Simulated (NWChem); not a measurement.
# Si3H7 (SMILES [SiH2][SiH2][SiH3]): levels of theory compared

Aim: a comparison of 4 runs (UHF/STO-3G, UHF/3-21G, UB3LYP/6-31G*) of Si3H7. 

The calculation is run with NWChem 7.3.0.

## 1. The system as given

Si3H7: 10 atoms, total charge 0, spin state doublet. SMILES: `[SiH2][SiH2][SiH3]`. The coordinates come from a PBE0-D4/def2-TZVP relaxation. This is one conformer, not always the lowest.

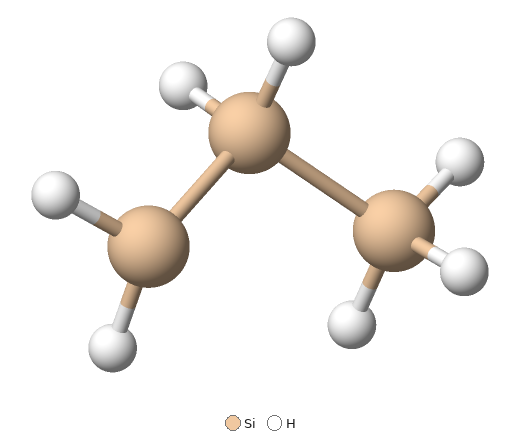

The structure, seen from a chosen angle (silicon light orange, hydrogen white).

## 2. Energy and gradient at UHF/STO-3G (run 1)

The input, run.py:

```python
from ase import Atoms
from ase.calculators.nwchem import NWChem

molecule = Atoms(['Si', 'Si', 'Si', 'H', 'H', 'H', 'H', 'H', 'H', 'H'], positions=[
    [-1.914100, 0.637600, -0.650400],
    [0.391800, 0.734600, -0.386600],
    [1.064800, -0.991500, 1.040200],
    [-2.414000, -0.693000, -1.092500],
    [-2.513200, 1.711700, -1.489400],
    [0.742300, 2.052500, 0.211800],
    [1.110800, 0.616000, -1.689200],
    [0.654400, -2.303100, 0.470600],
    [0.418800, -0.826600, 2.369500],
    [2.541700, -0.989400, 1.218900],
])

calc = NWChem(
    label='h7si3',
    theory='scf',
    memory='2200 mb',
    basis='STO-3G',
    basispar='spherical bse',
    scf={'nopen': '1', 'uhf': None, 'thresh': '1e-08', 'maxiter': '80'},
)
molecule.calc = calc

forces = molecule.get_forces()
print(f"energy = {molecule.get_potential_energy():.6f} eV")
print("forces (eV/A):")
for s, f in zip(molecule.symbols, forces):
    print(f"{s:2s} {f[0]:10.5f} {f[1]:10.5f} {f[2]:10.5f}")
```

On the command line:

```console
export ASE_NWCHEM_COMMAND="nwchem PREFIX.nwi > PREFIX.nwo"
python run.py
```

Output:

```text
energy = -23424.724832 eV
forces (eV/A):
Si   -0.02566   -0.04623   -0.53073
Si   -0.00771   -0.10619   -0.07657
Si    0.06387    0.16681   -0.14964
H     0.65625    1.48214    0.18913
H     0.79488   -1.28288    0.63342
H    -0.29629   -1.49448   -0.73030
H    -0.78403    0.21165    1.51037
H     0.50944    1.44892    0.74773
H     0.78347   -0.28508   -1.47196
H    -1.69415   -0.09467   -0.12141
```

The calculator wrote h7si3.nwi:

```
title "h7si3"

permanent_dir h7si3

scratch_dir h7si3

start h7si3

geometry units angstrom nocenter noautosym noautoz
  Si -1.9140999999999999e+00 6.3759999999999994e-01 -6.5039999999999998e-01
  Si 3.9179999999999998e-01 7.3460000000000003e-01 -3.8660000000000000e-01
  Si 1.0648000000000000e+00 -9.9150000000000005e-01 1.0402000000000000e+00
  H  -2.4140000000000001e+00 -6.9299999999999995e-01 -1.0925000000000000e+00
  H  -2.5131999999999999e+00 1.7117000000000000e+00 -1.4894000000000001e+00
  H  7.4229999999999996e-01 2.0525000000000002e+00 2.1179999999999999e-01
  H  1.1108000000000000e+00 6.1599999999999999e-01 -1.6892000000000000e+00
  H  6.5439999999999998e-01 -2.3031000000000001e+00 4.7060000000000002e-01
  H  4.1880000000000001e-01 -8.2660000000000000e-01 2.3694999999999999e+00
  H  2.5417000000000001e+00 -9.8939999999999995e-01 1.2189000000000001e+00
end

memory 2200 mb

basis spherical bse noprint
   * library STO-3G
end

scf
  nopen 1
  uhf
  thresh 1e-08
  maxiter 80
end

task scf gradient
```

h7si3.nwo:

```text
Northwest Computational Chemistry Package (NWChem) 7.3.0
             --------------------------------------------------------

           Job information
           ---------------

    nwchem branch   = 7.3.0
    use scalapack   = T
    input           = h7si3.nwi
    prefix          = h7si3.
    data base       = h7si3/h7si3.db
    status          = startup
    nproc           =        1

           Memory information
           ------------------

[... 5 lines left out ...]
    hardfail = no
[... 126 lines left out ...]
 1-e energy   =   -1570.961764
[... 9 lines left out ...]
 Convergence threshold     :          1.000E-08
[... 16 lines left out ...]
      One electron energy =  -1566.171991950551
[... 9 lines left out ...]
          Final alpha eigenvalues
[... 241 lines left out ...]
                     UHF Final Beta Molecular Orbital Analysis
[... 241 lines left out ...]
                 ----------------------------------------
                 |  Time  |  1-e(secs)   |  2-e(secs)   |
                 ----------------------------------------
                 |  CPU   |       0.00   |       0.14   |
                 ----------------------------------------
                 |  WALL  |       0.00   |       0.14   |
                 ----------------------------------------

 Task  times  cpu:        1.7s     wall:        1.7s
 Total times  cpu:        1.8s     wall:        1.8s
```

It took 2.7 s on 1 thread of Intel Xeon 6975P-C (Granite Rapids), shared host; peak memory 0.096 GiB.

## 3. Energy and forces at UHF/3-21G (run 2)

The input, calc.nw:

```
echo
start calc
title "H7Si3 hf"
memory 2200 mb
charge 0
geometry units angstrom noautosym nocenter noautoz
   Si    -1.914100     0.637600    -0.650400
   Si     0.391800     0.734600    -0.386600
   Si     1.064800    -0.991500     1.040200
   H     -2.414000    -0.693000    -1.092500
   H     -2.513200     1.711700    -1.489400
   H      0.742300     2.052500     0.211800
   H      1.110800     0.616000    -1.689200
   H      0.654400    -2.303100     0.470600
   H      0.418800    -0.826600     2.369500
   H      2.541700    -0.989400     1.218900
end
basis "ao basis" spherical bse
   * library 3-21G
end
scf
   nopen 1
   uhf
   thresh 1e-08
   maxiter 80
   print low
end
task scf gradient
```

On the command line:

```console
nwchem calc.nw > calc.out
```

Output:

```text
[...]
  functions       =    53
[...]
  wavefunction    = UHF
[...]
         Total SCF energy =   -866.195509127889
      One electron energy =  -1567.247268430762
      Two electron energy =    517.510904662282
 Nuclear repulsion energy =    183.540854640591
                       Sz =      0.5000
                 Sz(Sz+1) =      0.7500
                      S^2 =      0.7583
[...]
                         UHF ENERGY GRADIENTS
    atom               coordinates                        gradient
                 x          y          z           x          y          z
   1 Si     -3.617125   1.204889  -1.229078    0.011159  -0.000370   0.002439
   2 Si      0.740395   1.388193  -0.730568   -0.007881  -0.006853   0.004265
   3 Si      2.012180  -1.873663   1.965693   -0.004408   0.006457  -0.005474
   4 H      -4.561799  -1.309580  -2.064526   -0.000311   0.000359  -0.000330
   5 H      -4.749259   3.234644  -2.814558   -0.000098  -0.000181  -0.000183
   6 H       1.402744   3.878663   0.400244    0.000039   0.000360  -0.000415
   7 H       2.099108   1.164071  -3.192125    0.000739   0.000303  -0.000280
   8 H       1.236637  -4.352228   0.889305    0.000463   0.000044   0.000152
   9 H       0.791417  -1.562048   4.477706    0.000514  -0.000089  -0.000072
  10 H       4.803117  -1.869695   2.303387   -0.000216  -0.000031  -0.000103
[...]
```

Wall time 2.7 s (1 thread of Intel Xeon 6975P-C (Granite Rapids), shared host); peak memory 0.096 GiB.

Run 3 isn't shown in full; the table further down has it.

## 4. Energy and gradient at UB3LYP/6-31G(d) (Cartesian functions) (run 4)

The input, calc.xyz:

```xyz
10
H7Si3
Si    -1.914100     0.637600    -0.650400
Si     0.391800     0.734600    -0.386600
Si     1.064800    -0.991500     1.040200
H     -2.414000    -0.693000    -1.092500
H     -2.513200     1.711700    -1.489400
H      0.742300     2.052500     0.211800
H      1.110800     0.616000    -1.689200
H      0.654400    -2.303100     0.470600
H      0.418800    -0.826600     2.369500
H      2.541700    -0.989400     1.218900
```

The input, run.py:

```python
from ase.io import read
from ase.calculators.nwchem import NWChem

mol = read('calc.xyz')

calc = NWChem(
    label='calc',
    theory='dft',
    memory='2200 mb',
    basis='6-31G*',
    dft={'xc': 'b3lyp', 'mult': '2', 'grid': 'xfine', 'convergence': 'energy 1e-08', 'iterations': '100', 'mulliken': None},
)
mol.calc = calc

forces = mol.get_forces()
print("Total energy (eV):", round(mol.get_potential_energy(), 6))
print("forces (eV/A):")
for s, f in zip(mol.symbols, forces):
    print(f"{s:2s} {f[0]:10.5f} {f[1]:10.5f} {f[2]:10.5f}")
```

On the command line:

```console
export ASE_NWCHEM_COMMAND="nwchem PREFIX.nwi > PREFIX.nwo"
python run.py
```

Output:

```text
Total energy (eV): -23745.638134
forces (eV/A):
Si   -0.16707    0.04283    0.04859
Si    0.07466    0.04165   -0.01810
Si    0.06243   -0.04283    0.04093
H    -0.02844   -0.03584   -0.04278
H    -0.03029    0.01800   -0.05255
H     0.02695    0.03389   -0.01275
H     0.03070    0.02525   -0.03332
H     0.00489   -0.03723    0.01368
H     0.00134   -0.02309    0.03481
H     0.02473   -0.02257    0.02149
```

The calculator wrote calc.nwi:

```
title "calc"

permanent_dir calc

scratch_dir calc

start calc

geometry units angstrom nocenter noautosym noautoz
  Si -1.9140999999999999e+00 6.3759999999999994e-01 -6.5039999999999998e-01
  Si 3.9179999999999998e-01 7.3460000000000003e-01 -3.8660000000000000e-01
  Si 1.0648000000000000e+00 -9.9150000000000005e-01 1.0402000000000000e+00
  H  -2.4140000000000001e+00 -6.9299999999999995e-01 -1.0925000000000000e+00
  H  -2.5131999999999999e+00 1.7117000000000000e+00 -1.4894000000000001e+00
  H  7.4229999999999996e-01 2.0525000000000002e+00 2.1179999999999999e-01
  H  1.1108000000000000e+00 6.1599999999999999e-01 -1.6892000000000000e+00
  H  6.5439999999999998e-01 -2.3031000000000001e+00 4.7060000000000002e-01
  H  4.1880000000000001e-01 -8.2660000000000000e-01 2.3694999999999999e+00
  H  2.5417000000000001e+00 -9.8939999999999995e-01 1.2189000000000001e+00
end

memory 2200 mb

basis noprint
   * library 6-31G*
end

dft
  xc b3lyp
  mult 2
  grid xfine
  convergence energy 1e-08
  iterations 100
  mulliken
end

task dft gradient
```

calc.nwo:

```text
Northwest Computational Chemistry Package (NWChem) 7.3.0
             --------------------------------------------------------

           Job information
           ---------------

    nwchem branch   = 7.3.0
    use scalapack   = T
    input           = calc.nwi
    prefix          = calc.
    data base       = calc/calc.db
    status          = startup
    nproc           =        1

           Memory information
           ------------------

[... 5 lines left out ...]
    hardfail = no
[... 123 lines left out ...]
          Convergence on energy requested:  1.00D-08
[... 28 lines left out ...]
          total energy or number of iterations.
[... 82 lines left out ...]
      One electron energy =    -1573.358372262185
[... 1155 lines left out ...]
          Convergence on energy requested:  1.00D-08
[... 28 lines left out ...]
          total energy or number of iterations.
[... 36 lines left out ...]
                 ----------------------------------------
                 |  Time  |  1-e(secs)   |  2-e(secs)   |
                 ----------------------------------------
                 |  CPU   |       0.00   |       1.01   |
                 ----------------------------------------
                 |  WALL  |       0.00   |       1.01   |
                 ----------------------------------------

 Task  times  cpu:       44.7s     wall:       44.7s
 Total times  cpu:       44.7s     wall:       44.7s
```

It took 46 s on 1 thread of Intel Xeon 6975P-C (Granite Rapids), shared host; peak memory 0.15 GiB.

## 5. The series

| run | level | iteration cap | module | energy (Eh) | ⟨S²⟩ | largest force (eV/Å) | wall time |
| --- | --- | --- | --- | --- | --- | --- | --- |
| 1 | UHF/STO-3G | 80 | scf | -860.842767 | 0.755 | 1.715 | 2.7 s |
| 2 | UHF/3-21G | 80 | scf | -866.195509 | 0.758 | 0.588 | 2.7 s |
| 3 | UB3LYP/6-31G* (spherical functions) | 100 | dft | -872.630757 | 0.752 | 0.181 | 44 s |
| 4 | UB3LYP/6-31G* (Cartesian functions) | 100 | dft | -872.636113 | 0.752 | 0.179 | 46 s |

## 6. What came out

| quantity | value |
| --- | --- |
| run 4: total energy | -872.63611 Eh |
| run 4: dipole moment | 0.18 D |
| run 4: HOMO energy (highest over α and β) | -5.83 eV |
| run 4: LUMO energy (lowest over α and β) | -2.91 eV |
| run 4: ⟨S²⟩ | 0.752 |
| run 4: largest force on an atom | 0.179 eV/Å |

**Reading.** In run 1 the basis is minimal, so the values are rough. All runs together took 95 s, the longest 46 s.
